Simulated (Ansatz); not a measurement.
## Response to strain in FePt

Start from FePt (space group P4/mmm, No. 123; a = 2.735 Å, c = 3.722 Å; ferromagnetic; relaxed with 0.1 eV smearing).

Strains are applied to the cell and any free atomic positions relax.

All numbers come from r2SCAN (Ansatz, an electronic-structure program, PAW, spin-orbit coupling left out).

Notes on the quantities. energy relative to the base: free energy F.

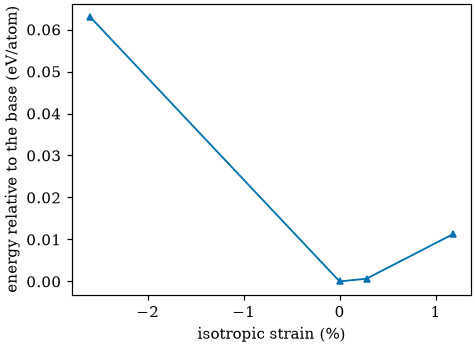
Figure: Energy relative to the base against isotropic strain

Question: From the plot, what is the energy relative to the base for isotropic strain +1.18 %?

Answer: About 0.011 eV/atom.

Question: Is the trend monotonic over the range shown?

Answer: No, it turns within the range, spanning 0 meV/atom to +63 meV/atom.

Other magnetic orders, which the real material may have, were not ruled out. Stability against distortions was not tested.
